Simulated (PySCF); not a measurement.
# [TaOCl4]−: how settings move a single point

Which settings matter for [TaOCl4]−? Each run alters one on purpose. The structure is generated, not taken from experiment.

The runs use PySCF 2.14.0; BP86, Ta def2-SVP with ECP60, O def2-SVP, Cl def2-SVP; scalar-relativistic core potentials, no spin–orbit coupling.

4 further runs of the same task are left out: 2 for a known fault of the program, 2 that didn't finish.

## Step 1: Where the work starts

6 atoms, charge -1, spin multiplicity 1.

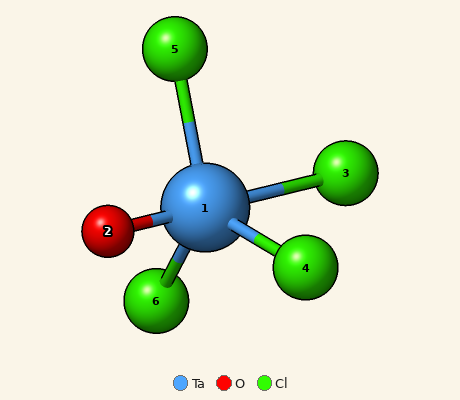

The geometry (tantalum blue, oxygen red, chlorine green); atoms are numbered from 1 in the order of the file.

Coordinates:

```xyz
6
charge -1, multiplicity 1
Ta    0.0000    0.0000    0.2347
O     0.0000    0.0000    1.9941
Cl    0.0000    0.0000   -2.3039
Cl    2.3675    0.0000    0.1079
Cl   -1.1838    2.0503    0.1079
Cl   -1.1838   -2.0503    0.1079
```

Formal oxidation states: Ta +5. An earlier session relaxed this geometry at BP86, Ta def2-SVP with ECP60, O def2-SVP, Cl def2-SVP (singlet, point group C3v).

The sound run used a (50, 194) grid (finer on f atoms), a threshold of 1e-8 and at most 55 cycles, and ended at -1973.101076 Eh.

## Step 2: Try 1

The input, run.py (the lines that set the calculation):

```python
mol = gto.M(atom='''
Ta     0.00000     0.00000     0.24643
O      0.00000     0.00000     2.09381
Cl     0.00000     0.00000    -2.41912
Cl     2.48592     0.00000     0.11329
Cl    -1.24296     2.15287     0.11329
Cl    -1.24296    -2.15287     0.11329''',
    basis={'Ta': 'def2-SVP', 'O': 'def2-SVP', 'Cl': 'def2-SVP'},
    ecp={'Ta': 'def2-SVP'},
    charge=-1, spin=0)
mf = dft.RKS(mol, xc='B88,P86')
mf.grids.atom_grid = (50, 194)
mf = mf.density_fit()  # fitting sets: Ta def2-universal-JKFIT, O def2-universal-JKFIT, Cl def2-universal-JKFIT
mf.conv_tol = 1e-08; mf.max_cycle = 55
mf.kernel(dm0)  # dm0: free metal ions and neutral atoms
```

Started as:

```
> OMP_NUM_THREADS=2 python run.py
```

What it wrote:

```text
init E= -2002.54183400588
  HOMO = -0.0163783448938071  LUMO = 0.0628141505942694  gap/eV = 2.15494
cycle= 1 E= -1972.2916963758  delta_E= 30.3  |g|= 1.99  |ddm|= 3.82
cycle= 2 E= -1963.90995646948  delta_E= 8.38  |g|= 3.92  |ddm|= 8.49
  HOMO = -0.0465185356226976  LUMO = 0.0295844847184773  gap/eV = 2.07087
cycle= 3 E= -1971.66951801491  delta_E= -7.76  |g|= 2.38  |ddm|= 7.71
  HOMO = -0.0770046686722558  LUMO = -0.0176887373546967  gap/eV = 1.61407
cycle= 4 E= -1972.66354397052  delta_E= -0.994  |g|= 1.23  |ddm|= 1.39
  HOMO = -0.110846578722288  LUMO = 0.106647557662221  gap/eV = 5.91832
cycle= 5 E= -1972.65984916353  delta_E= 0.00369  |g|= 1.21  |ddm|= 1.57
  HOMO = -0.0927818465543353  LUMO = -0.00732065383953729  gap/eV = 2.32552
cycle= 6 E= -1973.05844451018  delta_E= -0.399  |g|= 0.282  |ddm|=  1.4
  HOMO = -0.0844371026477718  LUMO = 0.0163422620661168  gap/eV = 2.74235
cycle= 7 E= -1973.07461254765  delta_E= -0.0162  |g|= 0.156  |ddm|= 0.319
  HOMO = -0.0840669464019912  LUMO = 0.0180027071791651  gap/eV = 2.77746
cycle= 8 E= -1973.07865842339  delta_E= -0.00405  |g|= 0.0988  |ddm|= 0.116
  HOMO = -0.0909360910640072  LUMO = 0.0172247160217095  gap/eV = 2.94321
cycle= 9 E= -1973.08035005345  delta_E= -0.00169  |g|= 0.0542  |ddm|= 0.0764
  HOMO = -0.0883628557908862  LUMO = 0.0174654527031521  gap/eV = 2.87973
cycle= 10 E= -1973.08093102689  delta_E= -0.000581  |g|= 0.0195  |ddm|= 0.0391
  HOMO = -0.0892554725755621  LUMO = 0.0166739055111631  gap/eV = 2.88249
cycle= 11 E= -1973.08101829172  delta_E= -8.73e-05  |g|= 0.00365  |ddm|= 0.0132
  HOMO = -0.0894298258100503  LUMO = 0.0165941631225316  gap/eV = 2.88506
cycle= 12 E= -1973.08102122212  delta_E= -2.93e-06  |g|= 0.00123  |ddm|= 0.00243
  HOMO = -0.089475783768329  LUMO = 0.0165693479456813  gap/eV = 2.88564
cycle= 13 E= -1973.0810215751  delta_E= -3.53e-07  |g|= 0.000146  |ddm|= 0.000875
  HOMO = -0.0894822060667104  LUMO = 0.0165708813251498  gap/eV = 2.88585
cycle= 14 E= -1973.08102158006  delta_E= -4.96e-09  |g|= 2.2e-05  |ddm|= 0.000142
  HOMO = -0.0894821237372512  LUMO = 0.0165694601005537  gap/eV = 2.88581
Extra cycle  E= -1973.08102157905  delta_E= 1.01e-09  |g|= 6.69e-05  |ddm|= 9.17e-05
converged SCF energy = -1973.08102157905
```

Run time: 6.9 s. Hardware: 2 threads of Arm Neoverse V1, shared host.

Changed: the scale of all coordinates (1.05). It converges in 14 cycles, +0.546 eV from the sound run, with a largest force component of 3.71 eV/Å. The setting is unsound, so these numbers aren't the compound's.

## Step 3: Try 2

The input, run.py (the lines that set the calculation):

```python
mol = gto.M(atom='''
Ta     0.00000     0.00000     0.23469
O      0.00000     0.00000     1.99410
Cl     0.00000     0.00000    -2.30392
Cl     2.36754     0.00000     0.10789
Cl    -1.18377     2.05035     0.10789
Cl    -1.18377    -2.05035     0.10789''',
    basis={'Ta': 'def2-SVP', 'O': 'def2-SVP', 'Cl': 'def2-SVP'},
    ecp={'Ta': 'def2-SVP'},
    charge=-1, spin=0)
mf = dft.RKS(mol, xc='B88,P86')
mf.grids.atom_grid = (50, 194)
mf = mf.density_fit()  # fitting sets: Ta def2-universal-JKFIT, O def2-universal-JKFIT, Cl def2-universal-JKFIT
mf.conv_tol = 1e-08; mf.max_cycle = 55
mf.kernel(dm0)  # dm0: smeared density
```

Started as:

```
> OMP_NUM_THREADS=2 python run.py
```

What it wrote:

```text
init E= -1973.01144699331
  HOMO = -0.0994074624812247  LUMO = 0.0624282596884057  gap/eV = 4.40377
cycle= 1 E= -1973.090858133  delta_E= -0.0794  |g|= 0.187  |ddm|= 0.358
  HOMO = -0.0715075767808723  LUMO = 0.00752550248847635  gap/eV = 2.15060
cycle= 2 E= -1972.93468904469  delta_E= 0.156  |g|= 0.851  |ddm|= 0.897
  HOMO = -0.076601152911683  LUMO = 0.041691517118398  gap/eV = 3.21891
cycle= 3 E= -1973.0961286378  delta_E= -0.161  |g|= 0.138  |ddm|= 0.66
  HOMO = -0.0843540852187364  LUMO = 0.0458620290221076  gap/eV = 3.54336
cycle= 4 E= -1973.10091399328  delta_E= -0.00479  |g|= 0.0273  |ddm|= 0.145
  HOMO = -0.086507726968996  LUMO = 0.0457553128714478  gap/eV = 3.59906
cycle= 5 E= -1973.10103290237  delta_E= -0.000119  |g|= 0.012  |ddm|= 0.0313
  HOMO = -0.0854407311889208  LUMO = 0.0463657883882325  gap/eV = 3.58664
cycle= 6 E= -1973.10107472242  delta_E= -4.18e-05  |g|= 0.00176  |ddm|= 0.0155
  HOMO = -0.0855195632788063  LUMO = 0.0464010217208278  gap/eV = 3.58974
cycle= 7 E= -1973.1010756086  delta_E= -8.86e-07  |g|= 0.000223  |ddm|= 0.00199
  HOMO = -0.0855453001655869  LUMO = 0.046395840391135  gap/eV = 3.59030
cycle= 8 E= -1973.10107562103  delta_E= -1.24e-08  |g|= 3.78e-05  |ddm|= 0.000247
  HOMO = -0.0855464471735544  LUMO = 0.0463986318102619  gap/eV = 3.59041
cycle= 9 E= -1973.10107562135  delta_E= -3.22e-10  |g|= 1.71e-05  |ddm|= 5.59e-05
  HOMO = -0.0855464740027547  LUMO = 0.0463974416575012  gap/eV = 3.59038
Extra cycle  E= -1973.10107562003  delta_E= 1.32e-09  |g|= 8.15e-05  |ddm|= 6.93e-05
converged SCF energy = -1973.10107562003
```

Run time: 5.7 s. Hardware: 2 threads of Arm Neoverse V1, shared host.

Changed: the starting guess (smeared density). It converges in 9 cycles, at the sound run's energy within 0.001 eV, with a largest force component of 0.01 eV/Å. The result survives the change.

## Step 4: Try 3

run.py (the lines that set the calculation): that of step 3 with these lines changed.

```diff
@@ -11,5 +11,5 @@
 mf = dft.RKS(mol, xc='B88,P86')
-mf.grids.atom_grid = (50, 194)
+mf.grids.atom_grid = (99, 590)
 mf = mf.density_fit()  # fitting sets: Ta def2-universal-JKFIT, O def2-universal-JKFIT, Cl def2-universal-JKFIT
 mf.conv_tol = 1e-08; mf.max_cycle = 55
-mf.kernel(dm0)  # dm0: smeared density
+mf.kernel(dm0)  # dm0: free metal ions and neutral atoms
```

Started as:

```
> OMP_NUM_THREADS=2 python run.py
```

What it wrote:

```text
init E= -2002.70732690753
  HOMO = -0.0124139843812657  LUMO = 0.0879756526709009  gap/eV = 2.73174
cycle= 1 E= -1972.38405901575  delta_E= 30.3  |g|= 1.93  |ddm|= 3.88
cycle= 2 E= -1965.66312377422  delta_E= 6.72  |g|= 4.06  |ddm|= 5.68
  HOMO = -0.0656710001405685  LUMO = 0.11663568146491  gap/eV = 4.96082
cycle= 3 E= -1971.85327758167  delta_E= -6.19  |g|= 2.24  |ddm|= 4.46
  HOMO = -0.0760734109420226  LUMO = 0.0320043462083628  gap/eV = 2.94095
cycle= 4 E= -1972.97331282967  delta_E= -1.12  |g|= 0.696  |ddm|= 1.64
  HOMO = -0.0819747324096647  LUMO = 0.113895157164793  gap/eV = 5.32989
cycle= 5 E= -1972.96351571477  delta_E= 0.0098  |g|= 0.689  |ddm|= 1.09
  HOMO = -0.0890134904562782  LUMO = 0.0412596750776742  gap/eV = 3.54491
cycle= 6 E= -1973.09119920346  delta_E= -0.128  |g|= 0.231  |ddm|= 0.759
  HOMO = -0.0778837164511306  LUMO = 0.0508896716886802  gap/eV = 3.50410
cycle= 7 E= -1973.09253564404  delta_E= -0.00134  |g|= 0.195  |ddm|= 0.127
  HOMO = -0.0856901400860935  LUMO = 0.0481556798979873  gap/eV = 3.64213
cycle= 8 E= -1973.09729005732  delta_E= -0.00475  |g|= 0.134  |ddm|= 0.0841
  HOMO = -0.082974145732636  LUMO = 0.0473741725226751  gap/eV = 3.54696
cycle= 9 E= -1973.10047664879  delta_E= -0.00319  |g|= 0.0575  |ddm|= 0.0746
  HOMO = -0.087002113620112  LUMO = 0.0466237661243298  gap/eV = 3.63615
cycle= 10 E= -1973.1011340821  delta_E= -0.000657  |g|= 0.0172  |ddm|= 0.0619
  HOMO = -0.0855264790122307  LUMO = 0.0464752496209473  gap/eV = 3.59195
cycle= 11 E= -1973.10121559455  delta_E= -8.15e-05  |g|= 0.00123  |ddm|= 0.0195
  HOMO = -0.0854980334934198  LUMO = 0.046417599143671  gap/eV = 3.58961
cycle= 12 E= -1973.10121586604  delta_E= -2.71e-07  |g|= 0.00061  |ddm|= 0.00198
  HOMO = -0.0855506768117561  LUMO = 0.046413554114769  gap/eV = 3.59093
cycle= 13 E= -1973.10121597119  delta_E= -1.05e-07  |g|= 0.000182  |ddm|= 0.00101
  HOMO = -0.0855533164680927  LUMO = 0.0464176069416754  gap/eV = 3.59111
cycle= 14 E= -1973.10121598129  delta_E= -1.01e-08  |g|= 4.69e-05  |ddm|= 0.000276
  HOMO = -0.0855541692877147  LUMO = 0.0464175580437969  gap/eV = 3.59113
cycle= 15 E= -1973.10121598186  delta_E= -5.66e-10  |g|= 9.66e-06  |ddm|= 4.59e-05
  HOMO = -0.08555419949564  LUMO = 0.046415400642778  gap/eV = 3.59108
Extra cycle  E= -1973.10121598147  delta_E= 3.88e-10  |g|= 4.32e-05  |ddm|= 3.88e-05
converged SCF energy = -1973.10121598147
```

Wall time 16 s (2 threads of Arm Neoverse V1, shared host).

Changed: the integration grid, to (99, 590). It converges in 15 cycles, -0.004 eV from the sound run, with a largest force component of 0.03 eV/Å. The result survives the change.

## Step 5: Results

| run | changed | ending | energy change (eV) | cycles | time | usable |
| --- | --- | --- | --- | --- | --- | --- |
| 1 | the scale of all coordinates | converged | +0.546 | 14 | 6.9 s | no |
| 2 | the starting guess | converged | 0.000 | 9 | 5.7 s | yes |
| 3 | the integration grid | converged | -0.004 | 15 | 16 s | yes |

2 of 3 altered runs give a usable result. 1 ended normally with numbers unfit to quote.
